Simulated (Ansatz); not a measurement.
# One shape, several levels: N2O (nitrous oxide)

Wanted: a comparison of 6 runs (UHF/STO-3G, HSE06/STO-3G, r2SCAN/STO-3G, revPBE/STO-3G, wB97X/STO-3G, BCCD(T)/STO-3G) of N2O (nitrous oxide). 

Program for the calculation: Ansatz 0.2.0.

30 further runs of the same task are left out: 6 that didn't finish, 24 set aside as unsound or not needed.

**1. The molecule**

N2O: 3 atoms, total charge 0, spin state singlet. As SMILES, `N#[N+][O-]`. The O3–N2 distance was set to 1.762 Å, away from the relaxed value.

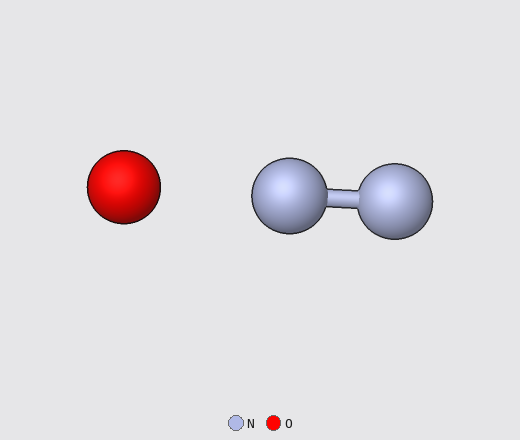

The structure, seen from a chosen angle (nitrogen light blue, oxygen red).

**2. A single-point energy at UHF/STO-3G (run 1)**

File in.yaml:

```yaml
basis:
  gaussian: {orbitals: STO-3G}
crystal:
  periodic: [false, false, false]
  atoms:
    - {symbol: "N", position_ang: [-0.775957, 1.518464, -0.254652]}
    - {symbol: "N", position_ang: [-0.272657, 0.533664, -0.089552]}
    - {symbol: O, position_ang: [0.520100, -1.017800, 0.170700]}
magnetization: {spin_polarized: true}
hamiltonian: {xc: hf}
accuracy: high
```

On the command line:

```bash
$ ansatz run in.yaml --threads 1 --pin off --max-ram 2610MiB --events-out events.jsonl --progress --plain --runs-dir runs
```

The program printed:

```text
Warning: RAYON_NUM_THREADS=1 ignored (pool sized by the plan → 1); use --threads N
Functional definition: HF
  name "HF"
  exchange = exact_x
  correlation = 0
245 factors; integrals over basis functions are off by at most 1.8e-8 eV
mean field evaluation 1: about -4922.6479 eV, gradient 2.8e1 eV
mean field evaluation 2: about -4922.6877 eV, gradient 2.9e1 eV
mean field evaluation 4: about -4929.5467 eV, gradient 5.4e0 eV
mean field evaluation 8: about -4930.0279 eV, gradient 2.6e-2 eV
mean field evaluation 16: about -4930.0063 eV, gradient 1.1e-3 eV
mean field evaluation 32: about -4930.2367 eV, gradient 1.4e0 eV
mean field evaluation 64: about -4930.8266 eV, gradient 3.1e-2 eV
mean field evaluation 96: about -4930.8267 eV, gradient 1.4e-8 eV
mean field evaluation 128: about -4930.8267 eV, gradient 8.3e-8 eV
mean field evaluation 160: about -4930.8267 eV, gradient 1.7e-9 eV
mean field evaluation 192: about -4927.5690 eV, gradient 6.3e0 eV
mean field evaluation 224: about -4930.8259 eV, gradient 5.4e-2 eV
mean field evaluation 256: about -4930.0036 eV, gradient 3.0e0 eV
mean field evaluation 288: about -4930.3403 eV, gradient 1.4e0 eV
mean field evaluation 320: about -4930.4564 eV, gradient 3.3e-3 eV
mean field evaluation 352: about -4926.0073 eV, gradient 7.3e0 eV
mean field evaluation 384: about -4922.6571 eV, gradient 2.8e1 eV
mean field -4930.82666252 eV, -181.2045376131 hartree, gradient 2.3e-8 eV, S^2 0.827775; 5 other end points of the search recorded, 0 dependent functions left out
reference -4930.82666252 eV, -181.2045376131 hartree; 11, 11 occupied and 4, 4 virtual orbitals, 245 factors
Total energy: -4930.82666252 eV, -181.2045376131 hartree
```

It took 1.4 s on 1 thread of Intel Xeon Platinum 8375C at 2.90GHz (Ice Lake), shared host.

**3. The energy at HSE06/STO-3G (run 2)**

File input.yaml:

```yaml
crystal:
  periodic: [false, false, false]
  atoms:
    - symbol: "N"
      position_ang: [-0.775957, 1.518464, -0.254652]
    - symbol: N
      position_ang: [-0.272657, 0.533664, -0.089552]
    - symbol: O
      position_ang: [0.520100, -1.017800, 0.170700]
basis:
  gaussian:
    orbitals: STO-3G
hamiltonian:
  xc: hse06
accuracy: high
```

On the command line:

```bash
$ ansatz run input.yaml --threads 1 --pin off --max-ram 2610MiB --events-out events.jsonl --progress --plain --runs-dir runs
```

The program printed:

```text
Warning: RAYON_NUM_THREADS=1 ignored (pool sized by the plan → 1); use --threads N
Functional definition: HSE06
  name "HSE06"
  parameter a = 0.25
  parameter omega = 0.11/bohr
  exchange = pbe_x - a*pbe_x_sr(omega) + a*exact_x_sr(omega)
  correlation = pbe_c
245 factors; integrals over basis functions are off by at most 1.8e-8 eV
43 factors; integrals over basis functions are off by at most 4.0e-10 eV
mean field evaluation 1: about -4945.6653 eV, gradient 2.7e1 eV
mean field evaluation 2: about -4779.0223 eV, gradient 1.3e2 eV
mean field evaluation 4: about -4945.8721 eV, gradient 2.4e1 eV
mean field evaluation 8: about -4948.3999 eV, gradient 4.5e0 eV
mean field evaluation 16: about -4948.4709 eV, gradient 1.2e-3 eV
mean field -4948.47090745 eV, -181.8529516549 hartree, gradient 1.8e-8 eV, S^2 0.000000; 0 other end points of the search recorded, 0 dependent functions left out
reference -4948.47090834 eV, -181.8529516875 hartree; 11, 11 occupied and 4, 4 virtual orbitals, 245 factors
Total energy: -4948.47090834 eV, -181.8529516875 hartree
```

Run time: 1 s. Hardware: 1 thread of Intel Xeon Platinum 8375C at 2.90GHz (Ice Lake), shared host.

**4. The energy at r2SCAN/STO-3G (run 3)**

File input.yaml:

```yaml
crystal:
  periodic: [false, false, false]
  atoms:
    - {symbol: "N", position_ang: [-0.775957, 1.518464, -0.254652]}
    - {symbol: "N", position_ang: [-0.272657, 0.533664, -0.089552]}
    - {symbol: O, position_ang: [0.520100, -1.017800, 0.170700]}
basis:
  gaussian: {orbitals: STO-3G}
total_charge: 0
magnetization: {spin_polarized: false}
hamiltonian: {xc: r2scan}
accuracy: high
```

On the command line:

```bash
$ ansatz run input.yaml --threads 1 --pin off --max-ram 2610MiB --events-out events.jsonl --progress --plain --runs-dir runs
```

The program printed:

```text
Warning: RAYON_NUM_THREADS=1 ignored (pool sized by the plan → 1); use --threads N
Functional definition: r2SCAN
  name "r2SCAN"
  parameter k0 = 0.174
  parameter k1 = 0.065
  parameter a1 = 4.9479
  exchange = r2scan_x(k0 = k0, k1 = k1, a1 = a1)
  correlation = r2scan_c
245 factors; integrals over basis functions are off by at most 1.8e-8 eV
mean field evaluation 1: about -4949.7193 eV, gradient 2.4e1 eV
mean field evaluation 2: about -4773.6879 eV, gradient 1.2e2 eV
mean field evaluation 4: about -4940.9600 eV, gradient 5.5e1 eV
mean field evaluation 8: about -4951.9997 eV, gradient 2.9e-1 eV
mean field evaluation 16: about -4952.0002 eV, gradient 6.1e-9 eV
mean field -4952.00022734 eV, -181.9826517683 hartree, gradient 6.1e-9 eV, S^2 0.000000; 0 other end points of the search recorded, 0 dependent functions left out
reference -4952.00022747 eV, -181.9826517731 hartree; 11, 11 occupied and 4, 4 virtual orbitals, 245 factors
Total energy: -4952.00022747 eV, -181.9826517731 hartree
```

Run time: 1.6 s. Hardware: 1 thread of Intel Xeon Platinum 8375C at 2.90GHz (Ice Lake), shared host; peak memory 0.12 GiB.

Runs 4 to 5 aren't shown in full; the table further down has their settings and results.

**5. The energy at BCCD(T)/STO-3G (run 6)**

File run.yaml:

```yaml
crystal:
  periodic: [false, false, false]
  atoms:
    - symbol: N
      position_ang: [-0.775957, 1.518464, -0.254652]
    - symbol: N
      position_ang: [-0.272657, 0.533664, -0.089552]
    - symbol: O
      position_ang: [0.520100, -1.017800, 0.170700]
basis:
  gaussian:
    orbitals: STO-3G
scf:
  omitted_lower_state_checks: [cluster_reference, increment]
accuracy: high
total_charge: 0
correlation:
  method: bccd_t
  frozen_orbitals: {"N": 1, O: 1}
```

On the command line:

```bash
$ ansatz run run.yaml --threads 1 --pin off --max-ram 2610MiB --events-out events.jsonl --progress --plain --runs-dir runs
```

The program printed:

```text
Warning: RAYON_NUM_THREADS=1 ignored (pool sized by the plan → 1); use --threads N
[... 13 lines left out ...]
3 core orbitals not correlated: weight in the atoms' cores, before any rotation towards them, 1.000 or more for the frozen orbitals, at most 0.000 for the correlated occupied ones
[... 37 lines left out ...]
Total energy: -4935.37537088 eV, -181.3716995623 hartree
Checks for a lower state left out: cluster_reference, increment
```

Run time: 0.62 s. Hardware: 1 thread of Intel Xeon Platinum 8375C at 2.90GHz (Ice Lake), shared host.

**6. The series**

```tsv
run	level	frozen core orbitals	energy (Eh)	wall time
1	UHF/STO-3G	–	-181.204538	1.4 s
2	HSE06/STO-3G	–	-181.852952	1 s
3	r2SCAN/STO-3G	–	-181.982652	1.6 s
4	revPBE/STO-3G	–	-182.028495	0.93 s
5	wB97X/STO-3G	–	-182.010890	4.5 s
6	BCCD(T)/STO-3G	3	-181.371700	0.62 s
```

**7. Outcome**

```
                                          quantity          value
                               run 6: total energy  -181.37170 Eh
run 6: correlation energy (3 core orbitals frozen)     -197.3 mEh
                             run 6: (T) correction      -3.93 mEh
```

Totals of different functionals can't be ranked against each other. In run 6 the log says that unrestricted orbitals would lower the reference, so the values rest on an unstable closed-shell determinant (other closed-shell runs at this shape may share the fault). In runs 1, 2, 3, 4, 5, 6 the basis is minimal, so the values are rough. Spin contamination of the reference: run 1 ⟨S²⟩ = 0.83. Where it is this large, the reference is a mixture of spin states, and values that rest on it are in doubt. All runs together took 10 s, the longest 4.5 s.
